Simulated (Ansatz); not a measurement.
F₅HOW···H₂O

```xyz
11

W    -0.2921   -0.0812   -0.0607
F    -0.0639    0.1869    1.7838
F     1.5782   -0.0940   -0.2124
F    -0.3513    1.7589   -0.3361
O    -2.1301   -0.2230    0.1050
H    -2.9895   -0.6615    0.2214
F    -0.1472   -1.9352    0.2015
F    -0.3594   -0.3447   -1.9111
O     2.3151    2.0075    1.7440
H     2.7612    1.3558    1.1714
H     1.8638    1.4321    2.3895
```

Core potentials replace the inner electrons of W.

Computed with Ansatz, RKS PBE/def2-SVP.

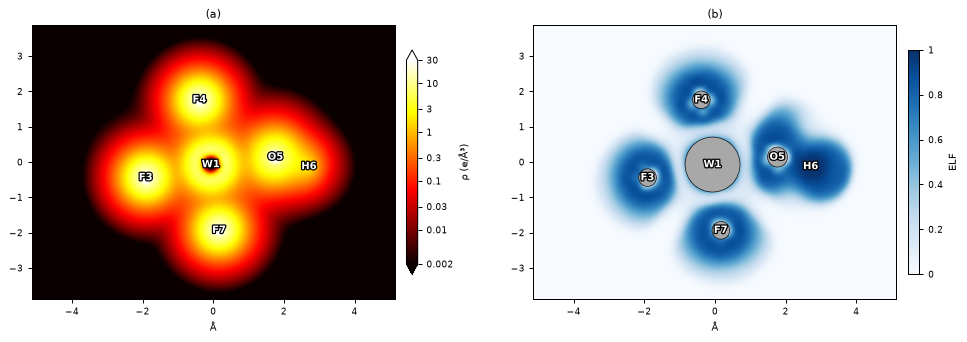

Figure 1. (a) electron density; (b) ELF on the plane of atoms W1, O5 and H6. Grey discs cover the atomic cores in the ELF map.

**What do the fields say about this system?**

Atoms in the plane: W, F, O and H. W–O (1.85 Å): ρ is about 1.2 e/Å³ halfway; the ELF peaks at about 0.80 in the valence shell of O, 0.6 Å from its nucleus, and drops to about 0.25 between the two atoms. W–F (1.86 Å): the density is about 1.1 e/Å³ at the midpoint; the ELF peaks at about 0.80 in the valence shell of F, 0.5 Å from its nucleus, and drops to about 0.25 between the two atoms. O–H (0.97 Å): ρ at the midpoint is about 3.6 e/Å³; the ELF climbs to about 1 towards the hydrogen, as it does in any bond to H; an ordinary covalent bond to hydrogen.

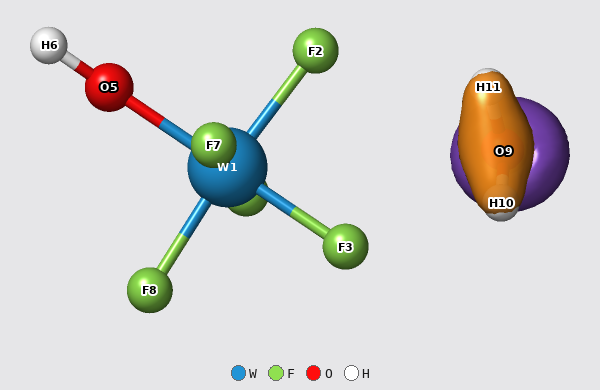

Figure 2. The HOMO−1 at ±0.3 Å⁻³ᐟ² (orange and purple are the two phases), seen at a tilt.

**What is the character of this orbital?**

Its weight (Hirshfeld) is mainly on O9 (about 85 %), H11 (about 10 %) and H10 (about 10 %); largely a lone pair of O9. Its energy is −8.29 eV.

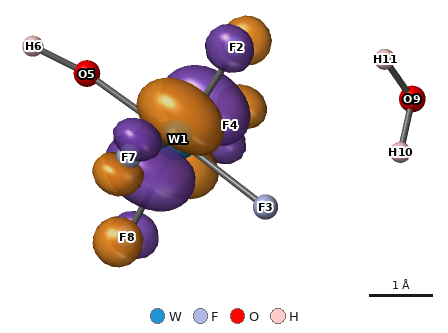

Figure 3. The LUMO at ±0.2 Å⁻³ᐟ² (orange and purple are the two phases), seen across its widest extent.

**Where does this orbital lie, and at what energy?**

Its weight (Hirshfeld) is mainly on W1 (about 65 %), F4 (about 10 %), F8 (about 10 %), F7 (about 10 %) and F2 (about 10 %). Its energy is −4.84 eV.
